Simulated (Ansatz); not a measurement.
Molecule (SMILES): O=[P] (O-P), doublet.
Atoms: P1, O2. Bonds: P1-O2.

Basis-set convergence of the highest harmonic wavenumber at PBE0 with Ansatz (a quantum-chemistry and plane-wave program). Each level at its own minimum, finite differences of forces, unscaled; the reference is a large set that could be run, not a limit. Cartesian d functions, on some or all atoms, in 6-311G**, 6-311+G**; all else is spherical. The program fits the integrals of some runs and decomposes those of others, by size. Open shells are unrestricted. No added dispersion term, no relativity. Reference: the value in aug-cc-pV(Q+d)Z, 1288 cm⁻¹. Deviations are taken from unrounded values.

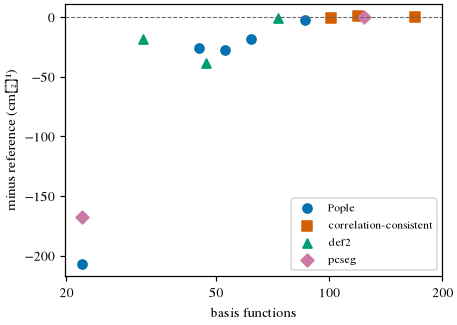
Fig. 1. Deviation from the reference against the number of basis functions, by family of sets.

| basis | functions | highest harmonic wavenumber (cm⁻¹) | minus reference (cm⁻¹) |
|---|---|---|---|
| 6-31G | 22 | 1081 | -207 |
| pcseg-0 | 22 | 1121 | -168 |
| def2-SVP | 32 | 1270 | -19 |
| 6-311G** | 45 | 1263 | -26 |
| def2-SVPD | 47 | 1250 | -38 |
| 6-311+G** | 53 | 1261 | -28 |
| 6-311++G(2d,2p) | 62 | 1270 | -18 |
| def2-TZVPP | 73 | 1288 | -1 |
| 6-311++G(3df,3pd) | 86 | 1286 | -2 |
| aug-cc-pV(T+d)Z | 101 | 1288 | 0 |
| cc-pV(Q+d)Z | 119 | 1289 | 1 |
| pcseg-3 | 124 | 1289 | 0 |
| aug-cc-pV(Q+d)Z | 169 | 1288 | 0 |
